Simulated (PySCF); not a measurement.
# One shape, several levels: singlet [N2H3]+

Wanted: a comparison of 5 runs (SVWN5/STO-3G, CCSDT(Q)/STO-3G, CCSDTQ/STO-3G, NEVPT2(2,2)/STO-3G, FCI/STO-3G) of singlet [N2H3]+. 

The calculation is run with PySCF 2.14.0.

7 further runs of the same task are left out: 7 set aside as unsound or not needed.

## Step 1: The structure to begin with

[N2H3]+: 5 atoms, total charge +1, spin state singlet. SMILES of the parent species: `[NH]N`. The coordinates come from a PBE0-D4/def2-TZVP relaxation. This is one conformer, not always the lowest. That shape belongs to the parent species and isn't relaxed for this state.

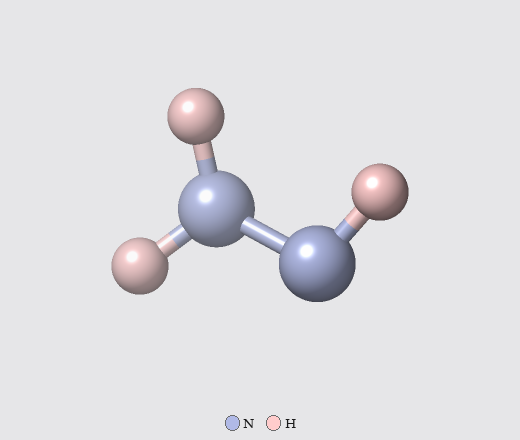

The structure, seen from a chosen angle (nitrogen light blue, hydrogen pink).

## Step 2: The energy at SVWN5/STO-3G (run 1)

The input, run.py:

```python
from pyscf import gto, dft

molecule = gto.M(
    atom='''
N     -0.354513    -1.545890     0.858011
N     -0.243132     0.445238    -0.696270
H      1.435889    -1.797980     1.533078
H     -1.948213     1.119285    -1.209481
H      1.109950     1.779328    -0.485338
''',
    max_memory=1860,
    verbose=3,
    unit='bohr',
    charge=1,
    basis='sto-3g',
)

calc0 = dft.RKS(molecule, xc='svwn')
calc0.grids.level = 5
calc0.conv_tol = 1e-10
calc0.kernel()
if not calc0.converged:
    calc0 = calc0.newton().run(calc0.mo_coeff, calc0.mo_occ)

energy = calc0.e_tot
print('E = %.10f Eh' % energy)
```

The run is started by

```bash
$ OMP_NUM_THREADS=1 python run.py
```

The log of the run:

```text
converged SCF energy = -108.589951338718
E = -108.5899513387 Eh
```

Wall time 1.7 s (1 thread of Arm Neoverse V1, shared host); peak memory 0.13 GiB.

## Step 3: A single-point energy at CCSDT(Q)/STO-3G (run 2)

The input, input.py:

```python
from pyscf import gto, cc

mol = gto.Mole()
mol.atom = '''
N     -0.354513    -1.545890     0.858011
N     -0.243132     0.445238    -0.696270
H      1.435889    -1.797980     1.533078
H     -1.948213     1.119285    -1.209481
H      1.109950     1.779328    -0.485338
'''
mol.max_memory = 1860
mol.verbose = 3
mol.basis = 'sto-3g'
mol.unit = 'bohr'
mol.charge = 1
mol.build()

hf = mol.RHF()
hf.conv_tol = 1e-10
hf.kernel()
if not hf.converged:
    hf = hf.newton().run(hf.mo_coeff, hf.mo_occ)

mycc = cc.CCSDT(hf, frozen=2)
mycc.kernel()
e_bracket, e_q = mycc.ccsdt_q()
e_final = mycc.e_tot + e_q
print('E(%s) = %.9f' % ('CCSDT(Q)', e_final))
```

The run is started by

```bash
$ OMP_NUM_THREADS=1 python input.py
```

The log of the run:

```text
converged SCF energy = -108.898409209748
_make_eris_incore_RCCSDT

WARN: A large `blksize` is being used, which may cause large memory consumption
      for storing contraction intermediates. If memory is sufficient, consider using
      `pyscf.cc.rccsdt_highm.RCCSDT` instead.

WARN: A large `blksize_oovv` is being used, which may cause large memory consumption
      for storing contraction intermediates. If memory is sufficient, consider using
      `pyscf.cc.rccsdt_highm.RCCSDT` instead.

WARN: A large `blksize_oooo` is being used, which may cause large memory consumption
      for storing contraction intermediates. If memory is sufficient, consider using
      `pyscf.cc.rccsdt_highm.RCCSDT` instead.

RCCSDT converged
E(RCCSDT) = -109.0695210300679   E_corr = -0.1711118203196678
E_corr(same-spin) = -0.0178026661277927
E_corr(oppo-spin) = -0.153309154191875
_make_eris_incore_RCCSDT
E(CCSDT(Q)) = -109.069972027
```

Wall time 1.4 s (1 thread of Arm Neoverse V1, shared host); peak memory 0.12 GiB.

Runs 3 to 4 aren't shown in full; the table further down has their settings and results.

## Step 4: A single-point energy at FCI/STO-3G (run 5)

The input, calc.py:

```python
from pyscf import gto, scf, mcscf
from pyscf import fci

system = gto.Mole()
system.atom = [
    ('N', (-0.187600, -0.818050, 0.454040)),
    ('N', (-0.128660, 0.235610, -0.368450)),
    ('H', (0.759840, -0.951450, 0.811270)),
    ('H', (-1.030950, 0.592300, -0.640030)),
    ('H', (0.587360, 0.941580, -0.256830)),
]
system.max_memory = 1860
system.basis = 'sto-3g'
system.spin = 0
system.charge = 1
system.verbose = 3
system.build()

mf = scf.RHF(system)
mf.conv_tol = 1e-10
mf.kernel()
if not mf.converged:
    mf = mf.newton().run(mf.mo_coeff, mf.mo_occ)

cas = mcscf.CASCI(mf, mf.mo_coeff.shape[-1] - 2, (system.nelec[0] - 2, system.nelec[1] - 2))  # full CI above the frozen core
cas.fcisolver = fci.direct_spin0.FCI(system)  # even spin states alone
cas.kernel()
print('<S^2> = %.4f' % cas.fcisolver.spin_square(cas.ci, cas.ncas, cas.nelecas)[0])
etot = cas.e_tot
print('E(%s) = %.9f' % ('FCI', etot))
```

The run is started by

```bash
$ OMP_NUM_THREADS=1 python calc.py
```

The log of the run:

```text
converged SCF energy = -108.898409186711
CASCI E = -109.070105149199  E(CI) = -43.1021673421597  S^2 = 0.0000000
<S^2> = 0.0000
E(FCI) = -109.070105149
```

Wall time 3.3 s (1 thread of Arm Neoverse V1, shared host); peak memory 0.16 GiB.

## Step 5: Overview of the runs

| run | level | integration grid | frozen core orbitals | energy (Eh) | HOMO energy (eV) | LUMO energy (eV) | HOMO–LUMO gap (eV) | wall time |
| --- | --- | --- | --- | --- | --- | --- | --- | --- |
| 1 | SVWN5/STO-3G | 5 | – | -108.589951 | -14.36 | -11.89 | 2.47 | 1.7 s |
| 2 | CCSDT(Q)/STO-3G | – | 2 | -109.069972 | -21.54 | -5.21 | 16.34 | 1.4 s |
| 3 | CCSDTQ/STO-3G | – | 2 | -109.070045 | -21.54 | -5.21 | 16.34 | 14 s |
| 4 | NEVPT2(2,2)/STO-3G | – | – | -109.043325 | -21.54 | -5.21 | 16.34 | 0.91 s |
| 5 | FCI/STO-3G | – | 2 | -109.070105 | -21.54 | -5.21 | 16.34 | 3.3 s |

## Step 6: Results

| quantity | value |
| --- | --- |
| run 5: total energy | -109.07011 Eh |
| run 5: HOMO energy (Hartree–Fock orbitals) | -21.54 eV |
| run 5: LUMO energy (Hartree–Fock orbitals) | -5.21 eV |
| run 5: HOMO–LUMO gap (Hartree–Fock orbitals) | 16.34 eV |
| run 5: correlation energy (2 core orbitals frozen) | -171.7 mEh |

What this shows: Against full CI in this basis: CCSDT(Q) +0.1 mEh; CCSDTQ +0.1 mEh. In runs 1, 2, 3, 4, 5 the basis is minimal, so the values are rough. All runs together took 21 s, the longest 14 s.
